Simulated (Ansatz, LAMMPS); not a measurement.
## Structural relaxation of ionic liquid EMIM+ BF4-, from a frame at 400 K (144 atoms)

Wanted: the relaxed structure of ionic liquid EMIM+ BF4-, from a frame at 400 K (144 atoms) and its electronic structure.

Method: Kohn-Sham DFT, PBE+D3(BJ), PAW (set soft_2), plane waves, in Ansatz 0.2.0.

### Step 1. The structure

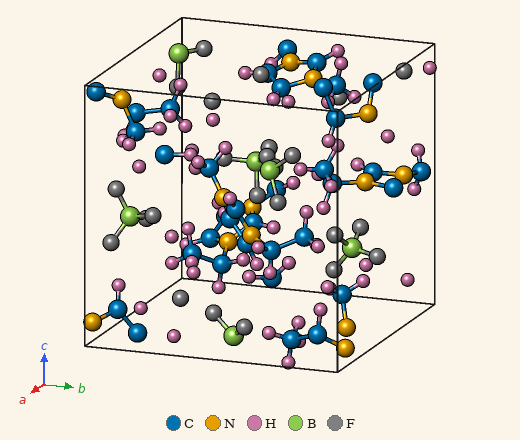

The starting structure, seen slightly off an axis (carbon blue, nitrogen orange, hydrogen pink, boron green, fluorine grey). Bonds to atoms that aren't drawn are left out. Some periodic images of atoms are drawn too.

The cell holds 144 atoms: 36 C, 12 N, 66 H, 6 B and 24 F. Its edges and angles: a = 11.584 Å, b = 11.584 Å, c = 11.584 Å, α = 90.0°, β = 90.0°, γ = 90.0°. 6 EMIM+, 6 BF4- placed at random, at 1.27 g/cm³; overlaps pushed apart, then 10 ps at 700 K with stiff harmonic cages for PF6 and BF4 with UFF radii; MMFF94 bonds, angles, torsions, charges and radii (Halgren, J. Comput. Chem. 17, 490 (1996)) in harmonic and 12-6 forms; charges of ions scaled by 0.8. Snapshot after 30 ps at 400 K and fixed volume.

Before any run, some limits are plain. The network of contacts between molecules at the start is that of the classical potential that made the cell. The density was typed from a rule of thumb and may lie off the real one at this temperature. The Brillouin zone is sampled at Γ only, in a cell whose shortest periodic width is 12 Å.

### Step 2. The classical run that made the cell

A classical potential makes the cell, at a small fraction of what the same run would cost in DFT.

This step: classical MD, stiff harmonic cages for PF6 and BF4 with UFF radii; MMFF94 bonds, angles, torsions, charges and radii (Halgren, J. Comput. Chem. 17, 490 (1996)) in harmonic and 12-6 forms; charges of ions scaled by 0.8 (LAMMPS 22 Jul 2025 - Update 4).

in.lmp

```
# ionic liquid EMIM+ BF4-
units real
atom_style full
boundary p p p
bond_style harmonic
angle_style harmonic
dihedral_style opls
improper_style harmonic
special_bonds lj 0 0 0.5 coul 0 0 0.75
read_data data.lmp
neigh_modify delay 0 every 1 check yes one 4000
comm_modify cutoff 12.0
timestep 0.5
thermo_style custom step time temp pe press density
thermo_modify norm yes
# push overlapping molecules apart
pair_style soft 2.6
pair_coeff * * 0.0
variable a equal ramp(1,60)
fix ad all adapt 1 pair soft a * * v_a
velocity all create 700 310038 mom yes dist gaussian
fix lim all nve/limit 0.03
fix lan all langevin 700 700 50 310039 zero yes
thermo 1000
run 3000 post no
unfix ad
pair_style lj/cut/coul/long 9.0
pair_modify mix arithmetic tail yes
pair_coeff 1 1 0.0678 3.3680   # C
pair_coeff 2 2 0.0721 3.1460   # N
pair_coeff 3 3 0.0678 3.5860   # C
pair_coeff 4 4 0.0678 3.3270   # C
pair_coeff 5 5 0.0216 2.5400   # H
pair_coeff 6 6 0.1800 3.6375   # B
# [... 19 lines left out ...]
compute msd all msd com yes
thermo 7500
fix md all nvt temp 400 400 100
run 30000 post no
print "== T400: mean square displacement over the hold $(c_msd[4]:%.2f) A^2"
unfix md
uncompute msd
write_dump all custom T400.dump id type xs ys zs modify sort id
```

Command:

```bash
$ lmp -in in.lmp -log none -nocite
```

Numbers of over 12 decimals in the logs are rounded to 6 here.

Output:

```text
LAMMPS (22 Jul 2025 - Update 4)
Reading data file ...
  orthogonal box = (0 0 0) to (11.5837 11.5837 11.5837)
  144 atoms
  orthogonal box = (0 0 0) to (11.5837 11.5837 11.5837)
  174 bonds
  198 angles
  174 dihedrals
  30 impropers
WARNING: Bond/angle/dihedral extent > half of periodic box length
   Step          Time           Temp          PotEng         Press         Density
         0   0              700            0.18428038     4312.3293      1.2689991
      1000   500            552.48986      1.8540931      20180.283      1.2689991
      2000   1000           620.56227      1.8063644      36706.127      1.2689991
[... 45 lines left out ...]
Loop time of 2.93472 s on 1 MPI rank(s) for 5000 steps with 144 atoms
WARNING: Bond/angle/dihedral extent > half of periodic box length
   Step          Time           Temp          PotEng         Press         Density
[... 2 lines left out ...]
     30000   29000          392.66395     -1.5615355      9168.4902      1.2689991
     37500   36500          420.58675     -1.5661312      7238.2306      1.2689991
     45000   44000          456.57        -1.5779127      11935.338      1.2689991
     47000   46000          407.40601     -1.5730457      1525.5201      1.2689991
WARNING: Bond/angle/dihedral extent > half of periodic box length
Loop time of 17.5026 s on 1 MPI rank(s) for 30000 steps with 144 atoms
== T400: mean square displacement over the hold 4.43 A^2
```

It took 28 s on 1 thread of Arm Neoverse V1, shared host; peak memory 0.12 GiB.

The input also reads data.lmp (atoms, bonds and types; not printed here).

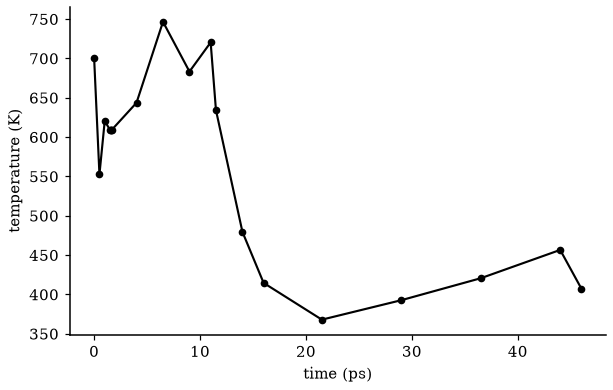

Temperature against time.

### Step 3. Single point at the start

A single point comes first, to see the forces before anything moves.

input.yaml

```yaml
crystal:
  lattice:
    - [11.5837, 0.0, 0.0]
    - [0.0, 11.5837, 0.0]
    - [0.0, 0.0, 11.5837]
  atoms:
    - { symbol: C, position: [0.79447, 0.7889, 0.44452] }
    - { symbol: C, position: [0.86001, 0.68394, 0.39992] }
    - { symbol: "N", position: [0.7963, 0.58061, 0.43151] }
    - { symbol: C, position: [0.7046, 0.52678, 0.36964] }
    - { symbol: C, position: [0.66466, 0.44555, 0.44687] }
    - { symbol: "N", position: [0.73275, 0.44621, 0.54524] }
    - { symbol: C, position: [0.70456, 0.37952, 0.64472] }
    - { symbol: C, position: [0.81517, 0.52644, 0.5299] }
    - { symbol: H, position: [0.71822, 0.8093, 0.3965] }
    - { symbol: H, position: [0.84953, 0.86444, 0.43073] }
    - { symbol: H, position: [0.77134, 0.78962, 0.53436] }
    - { symbol: H, position: [0.86214, 0.68043, 0.31335] }
    - { symbol: H, position: [0.94858, 0.66613, 0.43298] }
    - { symbol: H, position: [0.6851, 0.56, 0.28886] }
    - { symbol: H, position: [0.59196, 0.39562, 0.44506] }
    - { symbol: H, position: [0.64934, 0.30373, 0.62305] }
    - { symbol: H, position: [0.65898, 0.42516, 0.71454] }
    - { symbol: H, position: [0.78542, 0.36598, 0.68662] }
    - { symbol: H, position: [0.88745, 0.53136, 0.59047] }
    - { symbol: C, position: [0.48934, 0.22816, 0.24503] }
    - { symbol: C, position: [0.41283, 0.31684, 0.19372] }
    - { symbol: "N", position: [0.30188, 0.2987, 0.24931] }
    - { symbol: C, position: [0.23391, 0.20219, 0.23535] }
    - { symbol: C, position: [0.12833, 0.22242, 0.29393] }
    - { symbol: "N", position: [0.13995, 0.33183, 0.34279] }
    - { symbol: C, position: [0.05019, 0.39321, 0.39257] }
    - { symbol: C, position: [0.24252, 0.37505, 0.31412] }
    - { symbol: H, position: [0.48626, 0.14798, 0.20087] }
    - { symbol: H, position: [0.4725, 0.20564, 0.33458] }
    - { symbol: H, position: [0.58352, 0.2632, 0.24115] }
    - { symbol: H, position: [0.42839, 0.40734, 0.22374] }
    - { symbol: H, position: [0.40348, 0.3006, 0.10115] }
    [... 106 atom lines left out ...]
    - { symbol: F, position: [0.45082, 0.5097, 0.63593] }
    - { symbol: B, position: [0.9427, 0.71067, 0.73079] }
    - { symbol: F, position: [0.8298, 0.68708, 0.71151] }
    - { symbol: F, position: [0.97007, 0.81029, 0.80485] }
    - { symbol: F, position: [0.98168, 0.75727, 0.62321] }
    - { symbol: F, position: [0.0145, 0.62642, 0.76156] }
kpoints:
  mp_grid: { grid: [1, 1, 1] }
hamiltonian:
  xc: pbe
  dispersion: d3bj
scf:
  occupations: { method: fixed }
output:
  forces: true
  stress: true
  populations: true
  dos:
    method: { smearing: { sigma: 0.15 } }
    de: 0.1
    projected: { site_lists: { B: [B], C: [C], F: [F], H: [H], "N": ["N"] } }
  eigenvalues: true
```

Command:

```bash
$ ansatz run input.yaml --threads 4 --pin off --max-ram 8192MiB --backend cpu --events-out ev --progress --plain --runs-dir out
```

Output:

```text
Engine: ansatz 0.2.0, aarch64-unknown-linux-gnu
Pseudopotentials: kind: paw
Pseudopotential: C, paw, valence charge 4, recommended cutoff 420 eV (normal), C.paw.azcp
Pseudopotential: N, paw, valence charge 5, recommended cutoff 420 eV (normal), N.paw.azcp
Pseudopotential: H, paw, valence charge 1, recommended cutoff 420 eV (normal), H.paw.azcp
Pseudopotential: B, paw, valence charge 3, recommended cutoff 420 eV (normal), B.paw.azcp
Pseudopotential: F, paw, valence charge 7, recommended cutoff 420 eV (normal), F.paw.azcp
[... 5 lines on functional and potentials left out ...]
Crystal: 144 atoms, lattice volume = 1554.325 Å³
Basis set: ecut = 420 eV, 30551 PW (Γ), exchange–correlation on 160×160×160 points (8 copies of the dense FFT grid, shifted against one another)
Bands: 372, of which v1, the nominal top of the filled ones, is band 228 counted from 1 (227 counted from 0)
Symmetry: 1 space group operations
Space group: P1 (ITA 1), of the structure as read, at distance tolerance 1.2e-4 Å
k-points: 1
[... 11 lines on functional and potentials left out ...]
Initial density: superposition of atomic densities (neutral atoms: chi_scale 0, normalization atom), corrected by the library's trained network
Initial wavefunctions: pseudopotential atomic-orbital guess
Functional: x = pbe(κ = 0.804, μ = 0.219515), c = pbe(β = 0.066725)
SCF iter   1: F=—  HF=-35061.280045 eV  |F-HF|=—  |Δ(HF+E_count)|=         —  Δρ=6.18e-3  dr2=7.06e-1  ethr=1.77e-3  ⟨swp⟩=5.0  Hψ=1288  notcnv=0  defer=139
preconditioner: auto → Resta (q_TF=auto, 2.224 Å⁻¹)  ε∞=2.4  [insulator: Δε(μ)=4.176 eV  Ē_g=17.034 eV  n_scr=256 (ndim 8)  ℏωp=20.1 eV  f_vac=0.261  ε∞_Penn≈2.4]
SCF iter   2: F=—  HF=-35061.139426 eV  |F-HF|=—  |Δ(HF+E_count)|=   1.41e-1  Δρ=2.91e-3  dr2=1.38e-1  ethr=1.55e-4  ⟨swp⟩=2.0  Hψ=597  notcnv=0  defer=142
SCF iter   3: F=—  HF=-35061.124096 eV  |F-HF|=—  |Δ(HF+E_count)|=   1.53e-2  Δρ=1.30e-3  dr2=3.56e-2  ethr=3.04e-5  ⟨swp⟩=2.0  Hψ=441  notcnv=0  defer=142
SCF iter   4: F=—  HF=-35061.120022 eV  |F-HF|=—  |Δ(HF+E_count)|=   4.07e-3  Δρ=3.99e-4  dr2=3.12e-3  ethr=7.80e-6  ⟨swp⟩=2.0  Hψ=445  notcnv=0  defer=142
SCF iter   5: F=—  HF=-35061.119975 eV  |F-HF|=—  |Δ(HF+E_count)|=   4.70e-5  Δρ=2.00e-4  dr2=7.07e-4  ethr=6.84e-7  ⟨swp⟩=2.0  Hψ=626  notcnv=0  defer=142
SCF iter   6: F=—  HF=-35061.119936 eV  |F-HF|=—  |Δ(HF+E_count)|=   3.84e-5  Δρ=6.76e-5  dr2=8.14e-5  ethr=1.55e-7  ⟨swp⟩=2.0  Hψ=442  notcnv=0  defer=137
SCF iter   7: F=—  HF=-35061.120090 eV  |F-HF|=—  |Δ(HF+E_count)|=   1.54e-4  Δρ=2.30e-5  dr2=9.32e-6  ethr=1.78e-8  ⟨swp⟩=2.0  Hψ=442  notcnv=0  defer=137
SCF iter   8: F=—  HF=-35061.120091 eV  |F-HF|=—  |Δ(HF+E_count)|=   1.30e-6  Δρ=8.50e-6  dr2=1.30e-6  ethr=2.04e-9  ⟨swp⟩=2.0  Hψ=440  notcnv=0  defer=137
SCF iter   9: F=—  HF=-35061.120091 eV  |F-HF|=—  |Δ(HF+E_count)|=   1.63e-7  Δρ=3.25e-6  dr2=1.85e-7  ethr=2.85e-10  ⟨swp⟩=2.0  Hψ=440  notcnv=0  defer=137
SCF iter  10: F=-35061.120092 eV  HF=-35061.120092 eV  |F-HF|=1.54e-8  |Δ(HF+E_count)|=   2.60e-8  Δρ=1.30e-6  dr2=3.28e-8  ethr=2.19e-11  ⟨swp⟩=19.0  Hψ=2754  notcnv=0
SCF 1 converged in 10 iterations: F = -35061.120092 eV  dr2 = 3.28e-8
  greatest PAW one-centre occupation: 0.932 electrons in one spin orbital (limit 2), on the F atom at site 143 (counted from 0), in its partial waves of l = 0
SCF converged after 10 iterations
Free energy (F): -35061.120092 eV
Harris-Foulkes:  -35061.120092 eV  (|F-HF|=1.54e-8)
Internal energy: -35061.120092 eV  (E = F + TS)
E sigma→0 (E₀):  -35061.120092 eV
Fermi energy:    -0.774494 eV
--- Per-component energies (eV) ---
  E_band       = -3933.197129
  E_kinetic    = 11048.525793
  E_local      = -39962.744959  (includes V_loc(G=0)·N_el)
  E_nonlocal   = 3474.606209
  E_hartree    = 15063.745170
  E_xc         = -5132.986766
  E_vxc        = -6479.534458  (∫ρ·V_xc dr)
  E_paw        = -10441.579565  (= ΣΔE_a)
  E_vpaw       = -2141.499069  (= ΣTr[D̂ρ^β])
  E_aug_tail   = -0.038705  (compensation charges beyond the density's cutoff)
  E_ewald      = -9103.491042
  E_disp       = -7.156227  (pairwise vdW)
  E_smearing   = -0.000000  (= −TS)
  E_closure    = -0.000000  (closes the sum)
  Σ components = -35061.120092   (vs F -35061.120092, Δ=0.00e0)
--- Forces (eV/Å), atoms counted from 1 ---
  atom   1  C      1.53421720     0.73114898    -0.41487251
  atom   2  C     -0.18694025    -0.54875928     3.43139707
  atom   3  N     -0.19312491    -1.01219062    -0.80797449
  atom   4  C      1.44049935    -0.00491592     3.70767049
  atom   5  C      1.50533464     1.50598448    -0.44182432
  atom   6  N     -1.20560961     0.62821056    -1.97308952
  atom   7  C     -0.54771943    -0.31690512     1.05789807
  atom   8  C     -0.01110304    -1.02999533     1.47718566
  atom   9  H     -0.85381984    -0.22122908    -0.69750489
  atom  10  H      0.05952381     0.05454374     0.11895963
  atom  11  H      0.20978663    -0.41536816     0.61276729
  atom  12  H      0.38822226     0.31599050    -3.91439938
  atom  13  H     -0.50267514     0.94560754    -0.06980753
  atom  14  H     -0.77782159     0.30428990    -1.71548449
[...]
atom 143  F      0.53109322    -0.20863020    -1.16245253
  atom 144  F      0.45458149    -2.35232429     0.56678107
  max |Σ_I F_I| component: 4.36e-5 eV/Å
--- Stress (GPa, compression-positive) ---
        0.802294      -0.441451       0.011600
       -0.441449       2.229308      -1.054859
        0.011597      -1.054857       1.925170
  P = ⅓ Tr σ = 1.6523 GPa (16.523 kbar)
--- Band table (eV) ---
  k-point 0: bands = ["-24.6229", "-24.5057", "-24.3832", "-23.9923", [... 356 levels ...], "11.3554", "11.4053", "11.4484", "11.4799", "11.4920", "11.5766", "11.5973", "11.6511", "11.6688", "11.7395", "11.7574", "11.8106"]
--- Löwdin populations: 144 sites ---
  site symbol       q [e]
     0      C      4.4611
     1      C      4.1710
     2      N      4.9524
[...]
143      F      7.3406
  spilling = 0.011566 (of n_electrons = 456.000000)
```

It took 24 s on 4 threads of Arm Neoverse V1, shared host; peak memory 1.9 GiB.

Numbers from this run:

* free energy: -35061.1201 eV
* free energy per atom: -243.4800 eV/atom
* SCF cycles: 10
* pressure: 1.652 GPa
* r.m.s. force component: 1.144 eV/Å
* longest force: 5.005 eV/Å
* Fermi energy: -0.7745 eV
* gap (highest filled to lowest empty level): 3.637 eV
* spilling of the projection: 0.01157

The r.m.s. force component of 1.1 eV/Å and the pressure of 1.7 GPa set the starting point.

Length of the force by element:

| element | coordination | atoms | mean length of the force (eV/Å) | spread | least | most |
| --- | --- | --- | --- | --- | --- | --- |
| B | all | 6 | 2.51 | 1.08 | 0.997 | 4.36 |
| C | all | 36 | 2.52 | 0.986 | 1.10 | 5.01 |
| F | all | 24 | 1.67 | 0.708 | 0.455 | 3.68 |
| H | all | 66 | 1.21 | 0.750 | 0.144 | 4.24 |
| N | all | 12 | 1.82 | 0.602 | 0.444 | 2.73 |

(Part 1 of 3 ends here.)

[Logs are printed without paths, hosts, clocks, repeated set-up lines and the standing remarks that a program may print on its own settings, such as how far it seeks lower states.]

[Hosts, paths, dates, database ids (printed as entryN), source tags and the programs' standing remarks are cut or masked in the printed files.]

[The MMFF94 radii named for the starting cell were scaled by 0.96; in molecules described by MMFF94, hydrogen bound to N, O or S took a small fixed 12-6 site in their place.]
